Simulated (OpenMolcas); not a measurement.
# Run report: InH$_{3}$, excited-state calculation (part 3 of 3)

The same run, continued: InH$_{3}$, SMILES [H][In]([H])[H]; MC-PDFT (ftBLYP)/ANO-RCC-VDZP, DKH2 (OpenMolcas 26.06). The geometry comes from this level: GFN2-xTB.

Geometry of the input (Å):
```
In 0.0000  0.0000  0.0000
H  0.0000  0.0000  1.7186
H  1.4888  0.0000  -0.8588
H  -1.4859  0.0022  -0.8623
```

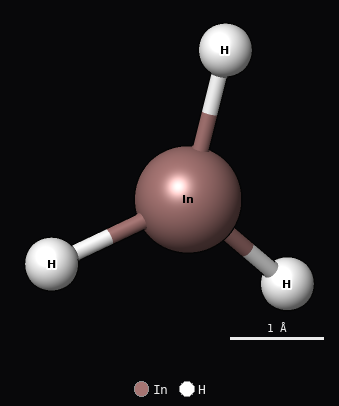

**Figure 1.** The structure (ball-and-stick view, seen at a tilt). Sticks mark near contacts.

Output, continued:
```
      Charge (e):
                      =   -0.0000
      Dipole Moment (debye):
      Origin of the operator (angstrom)=    0.0000    0.0000   -0.0000
                   X= -4.3802E-03               Y=  2.9841E-03               Z= -7.5315E-01           Total=  7.5317E-01
      Quadrupole Moment (debye*angstrom):
      Origin of the operator (angstrom)=    0.0000    0.0000   -0.0000
                  XX= -3.0768E+01              XY= -1.9004E-03              XZ=  2.9205E-03              YY= -3.3329E+01
                  YZ= -1.0539E-03              ZZ= -3.1090E+01
      In traceless form (debye*angstrom)
                  XX=  1.4418E+00              XY= -2.8506E-03              XZ=  4.3808E-03              YY= -2.4004E+00
                  YZ= -1.5808E-03              ZZ=  9.5860E-01
--

      LoProp population analysis for root number:  4
      -----------------------------------------------

++    LoProp analysis:
      ----------------

++    Static properties:
      ------------------

      LoProp Charges per center

                   IN1      H2       H3       H4
      Nuclear     49.0000   1.0000   1.0000   1.0000
      Electronic -48.9451  -1.0395  -1.0079  -1.0076

      Total        0.0549  -0.0395  -0.0079  -0.0076
--

      Natural Bond Order analysis for root number:  4

++    Natural Bond Order analysis
      ---------------------------
      Based on LoProp computed density
      -------------------------------------------------------------------------------------
      Atom A       Atom B       Bond Order
      -------------------------------------------------------------------------------------
      NBO located      1.005 non-bonded electrons on atom IN1
      NBO located      0.994 non-bonded electrons on atom IN1
      NBO located      0.995 non-bonded electrons on atom IN1
      NBO located      0.995 non-bonded electrons on atom IN1
      NBO located      1.001 non-bonded electrons on atom IN1
      NBO located      1.000 non-bonded electrons on atom IN1
      NBO located      1.000 non-bonded electrons on atom IN1
      NBO located      1.000 non-bonded electrons on atom IN1
      NBO located      1.000 non-bonded electrons on atom IN1
      NBO located      1.000 non-bonded electrons on atom IN1
      NBO located      1.000 non-bonded electrons on atom IN1
      NBO located      1.000 non-bonded electrons on atom IN1
      NBO located      1.000 non-bonded electrons on atom IN1
      NBO located      1.000 non-bonded electrons on atom IN1
      NBO located      1.000 non-bonded electrons on atom IN1
      NBO located      1.000 non-bonded electrons on atom IN1
      NBO located      1.000 non-bonded electrons on atom IN1
      NBO located      1.000 non-bonded electrons on atom IN1
      NBO located      1.000 non-bonded electrons on atom IN1
      NBO located      1.000 non-bonded electrons on atom IN1
      NBO located      1.000 non-bonded electrons on atom IN1
      NBO located      1.000 non-bonded electrons on atom IN1
      NBO located      1.000 non-bonded electrons on atom IN1
      The remaining    3.617 electrons are to be considered as diffuse
--

--

      Average orbitals are written to the RASORB file
      Natural orbitals for root   1 are written to the RASORB.1 file
      Natural orbitals for root   2 are written to the RASORB.2 file
      Natural orbitals for root   3 are written to the RASORB.3 file
      Natural orbitals for root   4 are written to the RASORB.4 file
      Spin density orbitals for root   1 are written to the SPDORB.1 file
      Spin density orbitals for root   2 are written to the SPDORB.2 file
      Spin density orbitals for root   3 are written to the SPDORB.3 file
      Spin density orbitals for root   4 are written to the SPDORB.4 file

--- Stop Module: rasscf /rc=_RC_ALL_IS_WELL_ ---
           step12.RasOrb.1 step12.RasOrb.2 step12.RasOrb.3 step12.RasOrb.4 step12.rasscf.h5 step12.SpdOrb.1 step12.SpdOrb.2 step12.SpdOrb.3 step12.SpdOrb.4 xmldump
--- Module rasscf spent 2 seconds ---

--- Start Module: mcpdft ---

                                              &MCPDFT

                       available to each process: 1.9 GB of memory, 1 thread

 ###############################################################################
 ###    WARNING: Deprecation warning: KSDF should be replaced                ###
 ###    with FUNC keyword                                                    ###
 ###############################################################################

++    Wave function specifications:
      -----------------------------

      Number of closed shell electrons          46
      Number of electrons in active shells       6
      Max number of holes in RAS1 space          0
      Max nr of electrons in RAS3 space          0
      Number of inactive orbitals               23
      Number of active orbitals                  6
      Number of secondary orbitals              29
      Spin quantum number                      0.0
      State symmetry                             1
      Number of CSFs                           175
      Number of RASSCF root(s) available         4
--

++    Orbital specifications:
      -----------------------

      Symmetry species                           1
                                                 a
      Frozen orbitals                            0
      Inactive orbitals                         23
      Active orbitals                            6
      RAS1 orbitals                              0
      RAS2 orbitals                              6
      RAS3 orbitals                              0
      Secondary orbitals                        29
      Deleted orbitals                           0
      Number of basis functions                 58
--

++    MCPDFT specifications:
      ----------------------

      Cholesky decomposition                     Off
      Type of calculation                        MS-PDFT
      On-Top Functional                          FT:BLYP
      Exchange scaling factor                    1.00
      Correlation scaling factor                 1.00
      Wave function energy weight                0.00
--

      Numerical integration parameters
      --------------------------------
      Radial quadrature type:                         MHL
      Size of radial grid:                            99
      Lebedev angular grid:                           41
      Angular grid pruned with the crowding factor:  1.00E+10
                                 and fading factor:  1.00E+01
      Screening threshold for integral computation:   1.00E-11
      Radial quadrature accuracy:                     1.00E-25
      Maximum batch size:                             128
      AO values are stored on disk

++    DFT functional specifications:
      ------------------------------
      Using Libxc version: 6.2.2
      Please cite the following reference:
      S. Lehtola, C. Steigemann, M. J.T. Oliveira, and M. A.L. Marques.,  SoftwareX 7, 1–5 (2018) doi:10.1016/j.softx.2017.11.002

      * Becke 88
        - A. D. Becke.,  Phys. Rev. A 38, 3098 (1988) doi:10.1103/PhysRevA.38.3098
      * Lee, Yang & Parr
        - C. Lee, W. Yang, and R. G. Parr.,  Phys. Rev. B 37, 785 (1988) doi:10.1103/PhysRevB.37.785
        - B. Miehlich, A. Savin, H. Stoll, and H. Preuss.,  Chem. Phys. Lett. 157, 200 (1989) doi:10.1016/0009-2614(89)87234-3
--
   File JOBOLD not found -- use JOBIPH.
      The MO-coefficients are taken from the file:
      JOBIPH
 Reference MC-SCF energies taken from diagonal elements of
 effective Hamiltonian

++    XMS-PDFT INTERMEDIATE STATE 0001
      --------------------------------

      MCSCF reference energy                                            -5878.80093912

      Integrated total density:                                                 52.000
      Integrated alpha density before functional transformation:                26.000
      Integrated  beta density before functional transformation:                26.000
      Integrated alpha density  after functional transformation:                29.873
      Integrated  beta density  after functional transformation:                22.127
      Integrated alpha tau     before functional transformation:                 0.000
      Integrated  beta tau     before functional transformation:                 0.000
      Integrated alpha tau      after functional transformation:                 0.000
      Integrated  beta tau      after functional transformation:                 0.000
      NOTE:
      Densities after transformation are intermediate quantities
      and should not be interpreted as real spin densities

      Exchange energy scaling factor                                          1.000000
      Correlation energy scaling factor                                       1.000000

      Integrated alpha exchange energy                                      -94.347890
      Integrated beta  exchange energy                                      -66.441934
      Integrated  correlation   energy                                       -2.528109

      Nuclear Repulsion energy                                             45.80003215
      CASSCF contribution energy                                        -5718.95952474
      On-top energy                                                      -163.31793369

      Total MCPDFT energy for state   1                                 -5882.27745843
--

++    XMS-PDFT INTERMEDIATE STATE 0002
      --------------------------------

      MCSCF reference energy                                            -5878.62260944

      Integrated total density:                                                 52.000
      Integrated alpha density before functional transformation:                26.000
      Integrated  beta density before functional transformation:                26.000
      Integrated alpha density  after functional transformation:                30.202
      Integrated  beta density  after functional transformation:                21.798
      Integrated alpha tau     before functional transformation:                 0.000
      Integrated  beta tau     before functional transformation:                 0.000
      Integrated alpha tau      after functional transformation:                 0.000
      Integrated  beta tau      after functional transformation:                 0.000
      NOTE:
      Densities after transformation are intermediate quantities
      and should not be interpreted as real spin densities

      Exchange energy scaling factor                                          1.000000
      Correlation energy scaling factor                                       1.000000

      Integrated alpha exchange energy                                      -94.386437
      Integrated beta  exchange energy                                      -66.325661
      Integrated  correlation   energy                                       -2.513834

      Nuclear Repulsion energy                                             45.80003215
      CASSCF contribution energy                                        -5718.87736771
      On-top energy                                                      -163.22593079

      Total MCPDFT energy for state   2                                 -5882.10329850
--

++    XMS-PDFT INTERMEDIATE STATE 0003
      --------------------------------

      MCSCF reference energy                                            -5878.61543341

      Integrated total density:                                                 52.000
      Integrated alpha density before functional transformation:                26.000
      Integrated  beta density before functional transformation:                26.000
      Integrated alpha density  after functional transformation:                30.252
      Integrated  beta density  after functional transformation:                21.748
      Integrated alpha tau     before functional transformation:                 0.000
      Integrated  beta tau     before functional transformation:                 0.000
      Integrated alpha tau      after functional transformation:                 0.000
      Integrated  beta tau      after functional transformation:                 0.000
      NOTE:
      Densities after transformation are intermediate quantities
      and should not be interpreted as real spin densities

      Exchange energy scaling factor                                          1.000000
      Correlation energy scaling factor                                       1.000000

      Integrated alpha exchange energy                                      -94.383490
      Integrated beta  exchange energy                                      -66.283719
      Integrated  correlation   energy                                       -2.515524

      Nuclear Repulsion energy                                             45.80003215
      CASSCF contribution energy                                        -5718.91212112
      On-top energy                                                      -163.18273330

      Total MCPDFT energy for state   3                                 -5882.09485443
--

++    XMS-PDFT INTERMEDIATE STATE 0004
      --------------------------------

      MCSCF reference energy                                            -5878.42716785

      Integrated total density:                                                 52.000
      Integrated alpha density before functional transformation:                26.000
      Integrated  beta density before functional transformation:                26.000
      Integrated alpha density  after functional transformation:                29.860
      Integrated  beta density  after functional transformation:                22.140
      Integrated alpha tau     before functional transformation:                 0.000
      Integrated  beta tau     before functional transformation:                 0.000
      Integrated alpha tau      after functional transformation:                 0.000
      Integrated  beta tau      after functional transformation:                 0.000
      NOTE:
      Densities after transformation are intermediate quantities
      and should not be interpreted as real spin densities

      Exchange energy scaling factor                                          1.000000
      Correlation energy scaling factor                                       1.000000

      Integrated alpha exchange energy                                      -94.274493
      Integrated beta  exchange energy                                      -66.374447
      Integrated  correlation   energy                                       -2.519504

      Nuclear Repulsion energy                                             45.80003215
      CASSCF contribution energy                                        -5718.80763394
      On-top energy                                                      -163.16844382

      Total MCPDFT energy for state   4                                 -5881.97607776
--

++       XMS-PDFT FINAL RESULTS
      -------------------------

      XMS-PDFT Effective Hamiltonian
      (diagonal values increased by  5880.00 hartree)
       -2.277458  0.000000 -0.000000  0.000085
        0.000000 -2.103298  0.000184  0.000206
       -0.000000  0.000184 -2.094854  0.016180
        0.000085  0.000206  0.016180 -1.976078

::    MSPDFT root number  1 Total energy:  -5882.27745846
::    MSPDFT root number  2 Total energy:  -5882.10330271
::    MSPDFT root number  3 Total energy:  -5882.09701518
::    MSPDFT root number  4 Total energy:  -5881.97391277

      XMS-PDFT Eigenvectors:

      Intermediate-state Basis
       Root    1      Root    2      Root    3      Root    4
       -1.000000       0.000001       0.000064       0.000277
       -0.000000       0.999696      -0.024607       0.001769
       -0.000027      -0.024624      -0.990863       0.132603
        0.000283       0.001510       0.132606       0.991168

      Reference-state Basis
       Root    1      Root    2      Root    3      Root    4
       -1.000000       0.000000       0.000012       0.000054
        0.000000       0.999992       0.003819      -0.000719
       -0.000010       0.003849      -0.998846       0.047865
        0.000054       0.000535       0.047867       0.998854
--

--- Stop Module: mcpdft /rc=_RC_ALL_IS_WELL_ ---
--- Module mcpdft spent 6 seconds ---

.##################.
.# Happy landing! #.
.##################.

    Timing: Wall=12.12 User=10.79 System=1.31
```

Summary:

| quantity | value |
| --- | --- |
| outcome | converged |
| total energy | −5882.277458 hartree |
| basis functions | 58 |
| wall time | 13 s |
| peak memory | 0.41 GiB |
